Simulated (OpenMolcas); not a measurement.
Run report: Ru³⁺ complex, multiconfigurational calculation (part 2 of 2)

The same run, continued: Ru³⁺ with 6 ligands (Cl; octahedron, 2.6 Å), neutralised by 6 outer point charges of +0.5 e, whose field is part of the energies. Method: state-averaged CASSCF, active space 5 electrons in the shell 4d, basis ANO-RCC-VDZP on the metal and ANO-RCC-VDZP on the ligands, DKH2 scalar Hamiltonian, spin-orbit coupling by RASSI with atomic mean-field integrals (OpenMolcas).

## Log (extracts), continued
```
--- RASSI ---
SPIN-FREE ENERGIES:
  (Shifted by EMIN (a.u.) =      -7293.9019142879)

 SF State       Relative EMIN(au)   Rel lowest level(eV)    D:o, cm**(-1)

     1             0.0000000000        0.0000000000              0.0000
     2             0.0587940536        1.5998677025          12903.8032
     3             0.0587940536        1.5998677025          12903.8032
     4             0.0587940536        1.5998677025          12903.8032
    26             0.0713015680        1.9402145065          15648.8853
    27             0.0713015680        1.9402145065          15648.8853
    28             0.0713015680        1.9402145065          15648.8853
     5             0.0801598582        2.1812608636          17593.0553
     6             0.0801598582        2.1812608636          17593.0553
     7             0.0801598582        2.1812608636          17593.0553
     8             0.0993844214        2.7043878772          21812.3592
     9             0.1020532825        2.7770112891          22398.1066
    10             0.1020532825        2.7770112891          22398.1066
    29             0.1057999835        2.8789642163          23220.4124
    30             0.1057999835        2.8789642163          23220.4124
    31             0.1057999835        2.8789642163          23220.4124
    32             0.1099992673        2.9932325482          24142.0486
    33             0.1168296329        3.1790962661          25641.1406
    34             0.1168296329        3.1790962661          25641.1406
    35             0.1168296329        3.1790962661          25641.1406
    11             0.1203689875        3.2754070107          26417.9392
    12             0.1203689875        3.2754070107          26417.9392
    13             0.1203689875        3.2754070107          26417.9392
    36             0.1248990881        3.3986773280          27412.1813
    37             0.1248990881        3.3986773280          27412.1813
    14             0.1258202751        3.4237441037          27614.3585
    15             0.1258202751        3.4237441037          27614.3585
    38             0.1420897003        3.8664577171          31185.0846
    39             0.1424231391        3.8755310476          31258.2659
    40             0.1424231391        3.8755310476          31258.2659
    41             0.1424231391        3.8755310476          31258.2659
    42             0.1492918681        4.0624386852          32765.7777
    43             0.1492918681        4.0624386852          32765.7777
    44             0.1492918681        4.0624386852          32765.7777
    45             0.1534037551        4.1743288303          33668.2326
    46             0.1534037551        4.1743288303          33668.2326
    47             0.1573653635        4.2821296868          34537.7051
    48             0.1573653635        4.2821296868          34537.7051
    49             0.1573653635        4.2821296868          34537.7051
    16             0.1574428451        4.2842380698          34554.7104
Eigenvalues of complex Hamiltonian:
   -----------------------------------
  (Shifted by EMIN (a.u.) =      -7293.9019142879)

 SO State       Relative EMIN(au)   Rel lowest level(eV)    D:o, cm**(-1)

     1            -0.0011903815        0.0000000000              0.0000
     2            -0.0011903815        0.0000000000              0.0000
     3            -0.0011850425        0.0001452814              1.1718
     4            -0.0011850425        0.0001452813              1.1718
     5            -0.0011850425        0.0001452813              1.1718
     6            -0.0011850425        0.0001452814              1.1718
     7             0.0529869994        1.4742416374          11890.5607
     8             0.0529869994        1.4742416374          11890.5607
     9             0.0564633290        1.5688373852          12653.5269
    10             0.0564633290        1.5688373852          12653.5269
    11             0.0564633290        1.5688373850          12653.5269
    12             0.0564633290        1.5688373850          12653.5269
    13             0.0581569451        1.6149230269          13025.2326
    14             0.0581569451        1.6149230269          13025.2326
    15             0.0581569451        1.6149230266          13025.2326
    16             0.0581569451        1.6149230266          13025.2326
    17             0.0595340568        1.6523961456          13327.4737
    18             0.0595340568        1.6523961456          13327.4737
    19             0.0690463671        1.9112392956          15415.1845
    20             0.0690463671        1.9112392956          15415.1845
    21             0.0724695615        2.0043891614          16166.4888
    22             0.0724695615        2.0043891614          16166.4888
    23             0.0724695615        2.0043891615          16166.4888
    24             0.0724695615        2.0043891615          16166.4888
    25             0.0792689394        2.1894096600          17658.7798
    26             0.0792689394        2.1894096600          17658.7798
    27             0.0796341114        2.1993464959          17738.9258
    28             0.0796341114        2.1993464959          17738.9258
    29             0.0796341114        2.1993464962          17738.9258
    30             0.0796341114        2.1993464962          17738.9258
    31             0.0797920404        2.2036439617          17773.5872
    32             0.0797920404        2.2036439617          17773.5872
    33             0.0812127602        2.2423037170          18085.3992
    34             0.0812127602        2.2423037171          18085.3992
    35             0.0812127602        2.2423037171          18085.3992
    36             0.0812127602        2.2423037170          18085.3992
    37             0.0960387831        2.6457403528          21339.3351
    38             0.0960387830        2.6457403512          21339.3350
    39             0.0960387830        2.6457403512          21339.3350
    40             0.0960387831        2.6457403528          21339.3351
    41             0.0999263763        2.7515271543          22192.5632
Weights of the five most important spin-orbit-free states for each spin-orbit state.

 SO State  Total energy (au)           Spin-free states, spin, and weights
 -------------------------------------------------------------------------------------------------------
    1        -0.001190       1 2.5  0.9844    4 1.5  0.0042    2 1.5  0.0042    3 1.5  0.0042   16 1.5  0.0008
    2        -0.001190       1 2.5  0.9844    4 1.5  0.0042    2 1.5  0.0042    3 1.5  0.0042   16 1.5  0.0008
    3        -0.001185       1 2.5  0.9848    3 1.5  0.0063    2 1.5  0.0043    4 1.5  0.0017   17 1.5  0.0013
    4        -0.001185       1 2.5  0.9848    4 1.5  0.0068    2 1.5  0.0036    3 1.5  0.0019   16 1.5  0.0014
    5        -0.001185       1 2.5  0.9848    4 1.5  0.0070    3 1.5  0.0028    2 1.5  0.0025   16 1.5  0.0014
    6        -0.001185       1 2.5  0.9848    2 1.5  0.0060    3 1.5  0.0054   18 1.5  0.0012   17 1.5  0.0011
    7         0.052987       3 1.5  0.2294    2 1.5  0.2294    4 1.5  0.2294   27 0.5  0.0950   26 0.5  0.0950
    8         0.052987       3 1.5  0.2294    2 1.5  0.2294    4 1.5  0.2294   27 0.5  0.0950   26 0.5  0.0950
    9         0.056463       4 1.5  0.4302    2 1.5  0.2577    3 1.5  0.2176   27 0.5  0.0350   26 0.5  0.0316
   10         0.056463       4 1.5  0.4302    2 1.5  0.2578    3 1.5  0.2174   27 0.5  0.0345   26 0.5  0.0319
   11         0.056463       3 1.5  0.3862    2 1.5  0.3458    4 1.5  0.1735   28 0.5  0.0435   26 0.5  0.0146
   12         0.056463       3 1.5  0.3861    2 1.5  0.3460    4 1.5  0.1734   28 0.5  0.0433   26 0.5  0.0142
```

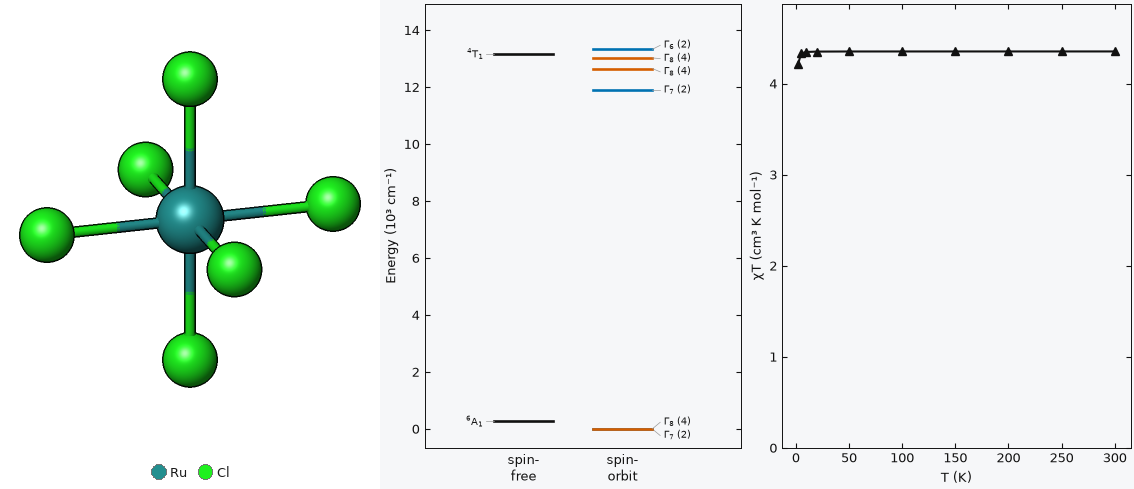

*Ru³⁺ (4d⁵) with 6 ligands, Cl⁻, at 2.6 Å (arrangement: octahedron, Oh), neutralised by outer point charges of +0.5 e, and its levels and susceptibility. Labels give the representation in O, Td, D4 or D3 as the site allows (double group for half-integer spin) where it could be assigned and, in brackets, the degeneracy; spin-free states, where drawn, share the zero of the spin-orbit levels. Powder susceptibility by Van Vleck's formula.*

The ground level is Γ₇, a Kramers doublet, 98 % from states of spin multiplicity 6. Its principal g values are 3.32, 3.32 and 3.32, isotropic. The next level lies at 1.2 cm⁻¹ (Γ₈). The lowest spin-free state is ⁶A₁. χT is 4.21 cm³ K mol⁻¹ at 2 K and 4.35 at 300 K, an effective moment of 5.90 μB. The active orbitals hold 82 to 96 % metal character (Löwdin), and the Mulliken charge of the metal is +1.53.

## Results in brief

| quantity | value |
| --- | --- |
| outcome | converged |
| energy of the lowest spin-free term | −7293.90191 hartree |
| energy of the lowest spin-orbit level | −7293.90310 hartree |
| largest spread among components of a term | 0.0 cm⁻¹ |
| hardware | 1 thread of Arm Neoverse V1, 24 GiB of memory available, shared host |
| wall time | 68 s |
| peak memory | 0.38 GiB |

## Notes

Without dynamic correlation the splittings between terms come out too large, often by 20 to 50 %. To bear in mind: small active space favours high spin, ground spin may be wrong; distances are set from ionic radii, not optimised.
